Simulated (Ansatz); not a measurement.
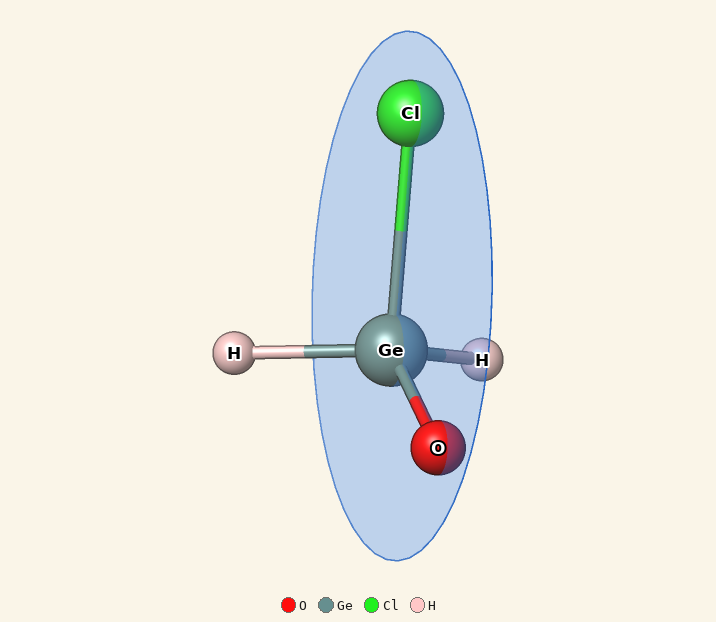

All proper rotation axes (lines) and mirror planes (discs) of the structure are drawn in. Atoms fade into the background with distance from the viewer. Charge −1, singlet. The computed structure is the end point of a PBE0-D4/def2-TZVPD optimisation. No frequency run is at hand to confirm it as a minimum.

Name the symmetry elements and the point group.

Answer. It has 1 mirror plane. Point group Cs. The group has 2 operations. The geometry is achiral, and symmetry allows a dipole moment.
